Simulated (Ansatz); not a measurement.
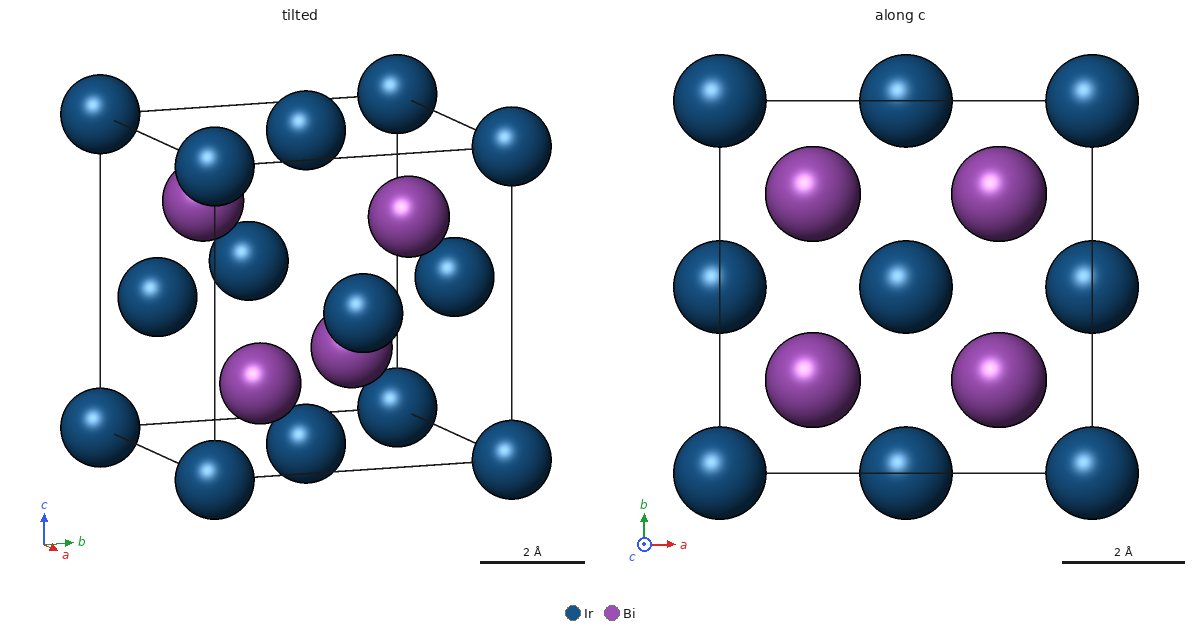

The crystal in a spheres-only representation, seen slightly off an axis and along the c axis. The frame is the conventional unit cell; atoms at its boundary are shown with their periodic copies.

BiIr, zinc blende (sphalerite type), space group F-43m (No. 216), a = 6.135 Å, b = 6.135 Å, c = 6.135 Å, α = 90.00°, β = 90.00°, γ = 90.00°. It goes back to a structure type filled with these elements by a generator (whether the compound takes this form wasn't checked). Earlier steps of the study, as a rule a relaxation of our own, may have changed the cell and positions, so they can lie some per cent off the listed ones. It went into a calculation with Ansatz.

This one geometry was computed with Ansatz (DFT, plane waves, PAW) at five levels of theory: PBEsol, PBE, LDA, PBE with spin-orbit coupling and r2SCAN.

### Which level gives the highest pressure at this volume, and what does that say about its equilibrium volume?

Highest: PBE (0.0 GPa) and PBE with spin-orbit coupling (0.3 GPa), which points to the largest equilibrium volume. Lowest, with the smallest volume: LDA (-5.7 GPa). Levels within 0.5 GPa of each other can't be told apart.

### How does the band gap change with the level of theory?

All levels give a metal.

### Collect the results in a table.

| level | cutoff (eV) | k-mesh of the run's cell | gap (eV) | pressure (GPa) |
| --- | --- | --- | --- | --- |
| PBEsol | 420 | 10×10×10 | metal | -3.7 |
| PBE | 420 | 10×10×10 | metal | 0.0 |
| LDA | 420 | 10×10×10 | metal | -5.7 |
| PBE with spin-orbit coupling | 420 | 10×10×10 | metal | 0.3 |
| r2SCAN | 500 | 10×10×10 | metal | -2.6 |

Gaps are taken on the k-mesh or band path of each run.
